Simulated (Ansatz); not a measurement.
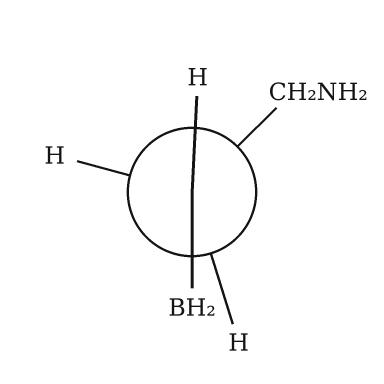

A Newman projection along the N–C bond, nitrogen in front; angles are drawn as computed, but eclipsed bonds slightly apart. The geometry was computed by an optimisation with PBE-D4/def2-SVP. No frequency run is at hand to confirm it as a minimum.

### Which molecule is it?

C2H9BN2, BNCCN

### What is the torsion angle from the front BH2 to the back CH2NH2? The sign is positive where the front bond must turn clockwise to cover the back bond.

−135°, anticlinal.
